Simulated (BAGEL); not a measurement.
# [SiP2H7]+ (SMILES P[SiH2][PH3+]): levels of theory compared

Aim: a comparison of 3 runs (B3LYP/6-31G*, PBE0/6-31G*, RI-MP2/6-31G*) of [SiP2H7]+. 

The results are computed with BAGEL 1.2.2.

2 further runs of the same task are left out: 2 set aside as unsound or not needed. Runs told in other sessions of the task aren't counted.

## 1. The system as given

[SiP2H7]+ has 10 atoms, charge +1, and is taken as a singlet. SMILES: `P[SiH2][PH3+]`. Geometry: relaxed at GFN2-xTB. This is one conformer, not always the lowest.

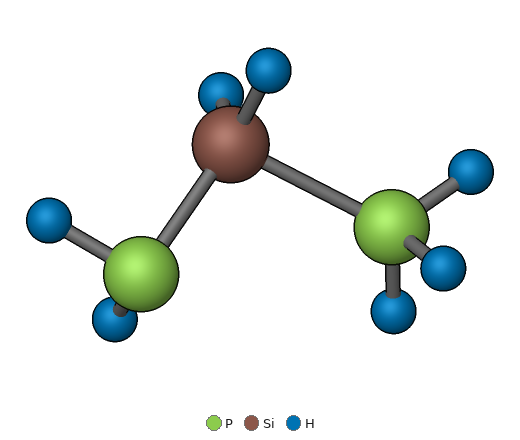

Viewed from a chosen angle; phosphorus green, silicon brown, hydrogen blue.

## 2. The energy at B3LYP/6-31G(d) (density fitting with qzvpp-jkfit, spherical functions) (run 1)

input.json

```json
{ "bagel" : [

{
  "title" : "molecule",
  "basis" : "6-31gs.json",
  "df_basis" : "qzvpp-jkfit",
  "angstrom" : "true",
  "geometry" : [
    { "atom" : "P", "xyz" : [   -1.985420,    0.603520,   -0.454420 ] },
    { "atom" : "Si", "xyz" : [    0.224600,    0.889190,   -0.444670 ] },
    { "atom" : "P", "xyz" : [    0.901040,   -0.966280,    0.906020 ] },
    { "atom" : "H", "xyz" : [   -2.007660,   -0.363920,   -1.463970 ] },
    { "atom" : "H", "xyz" : [   -2.260090,    1.655730,   -1.323960 ] },
    { "atom" : "H", "xyz" : [    0.692220,    1.939120,    0.461530 ] },
    { "atom" : "H", "xyz" : [    1.196460,    0.681670,   -1.525520 ] },
    { "atom" : "H", "xyz" : [    0.571700,   -2.238580,    0.490310 ] },
    { "atom" : "H", "xyz" : [    0.426320,   -1.034360,    2.196750 ] },
    { "atom" : "H", "xyz" : [    2.240830,   -1.166100,    1.157930 ] }
  ]
},
{ "title" : "ks", "xc_func" : "b3lyp", "charge" : 1 },
{ "title" : "print", "file" : "orbitals.molden", "orbitals" : "true" }

]}
```

The basis set 6-31G* is read from a file made from the Basis Set Exchange's data (not shown).

Run with:

```console
BAGEL_NUM_THREADS=1 BAGEL input.json > input.out
```

The program printed:

```text
* using 1 threads per process

  ===============================================================
  ===============================================================

  *** Geometry ***

  { "atom" : "P", "xyz" : [     -3.751900,      1.140488,     -0.858729 ] },
  { "atom" : "Si", "xyz" : [      0.424432,      1.680326,     -0.840305 ] },
  { "atom" : "P", "xyz" : [      1.702719,     -1.826005,      1.712130 ] },
[... 6 lines of this table left out ...]
  { "atom" : "H", "xyz" : [      4.234555,     -2.203610,      2.188171 ] },

  Number of auxiliary basis functions:      510

  Since a DF basis is specified, we compute 2- and 3-index integrals:
    o Being stored without compression. Storage requirement is 0.019 GB

  Number of basis functions:       68
  Number of electrons      :       51

    * METHOD: MOLECULE                             0.16

  *** Kohn-Sham DFT ***

    * Removing 17090 points whose weight is below 1.00e-10
    * Grid points: 131970

  === Nuclear Repulsion ===
   203.7964674400

       - DIIS with orbital gradients will be used.

  === KS iteration (b3lyp / 6-31gs.json) ===
      0       -956.69012794          0.13552752           0.24
      1       -967.82199050          0.07750621           0.23
      2       -966.59471700          0.12459193           0.23
[... 13 lines of this table left out ...]
     16       -976.12598818          0.00000000           0.23
    * SCF iteration converged.

    * Permanent dipole moment:
           (   -1.025096,     0.656816,    -0.244939) a.u.

    * METHOD: KS                                   4.31

    * METHOD: PRINT                                0.01

  ===============================================================
```

Wall time 4.8 s (1 thread of AMD EPYC 9B45 (Zen 5), shared host); peak memory 0.46 GiB.

## 3. The energy at PBE0/6-31G(d) (density fitting with qzvpp-jkfit, spherical functions) (run 2)

input.json

```json
{ "bagel": [

{
  "title": "molecule",
  "basis": "6-31gs.json",
  "df_basis": "qzvpp-jkfit",
  "angstrom": "true",
  "geometry": [
    { "atom": "P", "xyz": [      -1.985420,       0.603520,      -0.454420 ] },
    { "atom": "Si", "xyz": [       0.224600,       0.889190,      -0.444670 ] },
    { "atom": "P", "xyz": [       0.901040,      -0.966280,       0.906020 ] },
    { "atom": "H", "xyz": [      -2.007660,      -0.363920,      -1.463970 ] },
    { "atom": "H", "xyz": [      -2.260090,       1.655730,      -1.323960 ] },
    { "atom": "H", "xyz": [       0.692220,       1.939120,       0.461530 ] },
    { "atom": "H", "xyz": [       1.196460,       0.681670,      -1.525520 ] },
    { "atom": "H", "xyz": [       0.571700,      -2.238580,       0.490310 ] },
    { "atom": "H", "xyz": [       0.426320,      -1.034360,       2.196750 ] },
    { "atom": "H", "xyz": [       2.240830,      -1.166100,       1.157930 ] }
  ]
},

{
  "title": "ks",
  "xc_func": "pbe0",
  "charge": 1
},

{
  "title": "print",
  "file": "orbitals.molden",
  "orbitals": "true"
}

]}
```

The basis set 6-31G* is read from a file made from the Basis Set Exchange's data (not shown).

Run with:

```console
BAGEL_NUM_THREADS=1 BAGEL input.json > input.out
```

The program printed:

```text
* using 1 threads per process

  ===============================================================
  ===============================================================

  *** Geometry ***

  { "atom" : "P", "xyz" : [     -3.751900,      1.140488,     -0.858729 ] },
  { "atom" : "Si", "xyz" : [      0.424432,      1.680326,     -0.840305 ] },
  { "atom" : "P", "xyz" : [      1.702719,     -1.826005,      1.712130 ] },
[... 6 lines of this table left out ...]
  { "atom" : "H", "xyz" : [      4.234555,     -2.203610,      2.188171 ] },

  Number of auxiliary basis functions:      510

  Since a DF basis is specified, we compute 2- and 3-index integrals:
    o Being stored without compression. Storage requirement is 0.019 GB

  Number of basis functions:       68
  Number of electrons      :       51

    * METHOD: MOLECULE                             0.15

  *** Kohn-Sham DFT ***

    * Removing 17090 points whose weight is below 1.00e-10
    * Grid points: 131970

  === Nuclear Repulsion ===
   203.7964674400

       - DIIS with orbital gradients will be used.

  === KS iteration (pbe0 / 6-31gs.json) ===
      0       -956.29397775          0.13521745           0.23
      1       -967.43493274          0.07608152           0.23
      2       -967.09954074          0.12007125           0.23
[... 12 lines of this table left out ...]
     15       -975.67839083          0.00000001           0.23
    * SCF iteration converged.

    * Permanent dipole moment:
           (   -1.058916,     0.673967,    -0.238134) a.u.

    * METHOD: KS                                   4.03

    * METHOD: PRINT                                0.01

  ===============================================================
```

Wall time 4.5 s (1 thread of AMD EPYC 9B45 (Zen 5), shared host); peak memory 0.46 GiB.

## 4. A single-point energy at RI-MP2/6-31G(d) (density fitting with qzvpp-jkfit, spherical functions) (run 3)

input.json

```json
{ "bagel": [

{
  "title": "molecule",
  "basis": "6-31gs.json",
  "df_basis": "qzvpp-jkfit",
  "angstrom": "true",
  "geometry": [
    { "atom": "P", "xyz": [   -1.985420,    0.603520,   -0.454420 ] },
    { "atom": "Si", "xyz": [    0.224600,    0.889190,   -0.444670 ] },
    { "atom": "P", "xyz": [    0.901040,   -0.966280,    0.906020 ] },
    { "atom": "H", "xyz": [   -2.007660,   -0.363920,   -1.463970 ] },
    { "atom": "H", "xyz": [   -2.260090,    1.655730,   -1.323960 ] },
    { "atom": "H", "xyz": [    0.692220,    1.939120,    0.461530 ] },
    { "atom": "H", "xyz": [    1.196460,    0.681670,   -1.525520 ] },
    { "atom": "H", "xyz": [    0.571700,   -2.238580,    0.490310 ] },
    { "atom": "H", "xyz": [    0.426320,   -1.034360,    2.196750 ] },
    { "atom": "H", "xyz": [    2.240830,   -1.166100,    1.157930 ] }
  ]
},
{ "title": "hf", "charge": 1 },
{ "title": "mp2", "charge": 1, "ncore": 15 }

]}
```

The basis set 6-31G* is read from a file made from the Basis Set Exchange's data (not shown).

Run with:

```console
BAGEL_NUM_THREADS=1 BAGEL input.json > input.out
```

The program printed:

```text
* using 1 threads per process

  ===============================================================
  ===============================================================

  *** Geometry ***

  { "atom" : "P", "xyz" : [     -3.751900,      1.140488,     -0.858729 ] },
  { "atom" : "Si", "xyz" : [      0.424432,      1.680326,     -0.840305 ] },
  { "atom" : "P", "xyz" : [      1.702719,     -1.826005,      1.712130 ] },
[... 6 lines of this table left out ...]
  { "atom" : "H", "xyz" : [      4.234555,     -2.203610,      2.188171 ] },

[... 23 lines left out ...]
    * SCF iteration converged.
[... 1 line left out ...]
    * Permanent dipole moment:
[... 2 lines left out ...]
    * METHOD: HF                                   0.41

  *** RHF ***

  === Nuclear Repulsion ===
   203.7964674400

      * DIIS with orbital gradients will be used.

  === RHF iteration (6-31gs.json) ===
      0       -974.16957732          0.00000000           0.03
    * SCF iteration converged.

    * Permanent dipole moment:
           (   -1.109783,     0.617556,    -0.218911) a.u.

  === DF-MP2 calculation ===

    * freezing 15 orbitals
    * 3-index integral transformation done
    * assembly done

      MP2 correlation energy:   -0.2764443152      0.01

      MP2 total energy:       -974.4460216380

    * METHOD: MP2                                  0.08

  ===============================================================
```

Wall time 0.8 s (1 thread of AMD EPYC 9B45 (Zen 5), shared host); peak memory 0.1 GiB.

## 5. The series

```
run                                                                  level  frozen core orbitals  energy (Eh)  HOMO energy (eV)  LUMO energy (eV)  HOMO–LUMO gap (eV)  wall time
  1   B3LYP/6-31G* (density fitting with qzvpp-jkfit, spherical functions)                     –  -976.125988            -12.11             -5.86                6.25      4.8 s
  2    PBE0/6-31G* (density fitting with qzvpp-jkfit, spherical functions)                     –  -975.678391            -12.35             -5.70                6.65      4.5 s
  3  RI-MP2/6-31G* (density fitting with qzvpp-jkfit, spherical functions)                    15  -974.446022                 –                 –                   –      0.8 s
```

## 6. What came out

| quantity | value |
| --- | --- |
| run 3: total energy | -974.44602 Eh |
| run 3: correlation energy (15 core orbitals frozen) | -276.4 mEh |

In words: Totals of different functionals can't be ranked against each other. All runs together took 10 s, the longest 4.8 s.
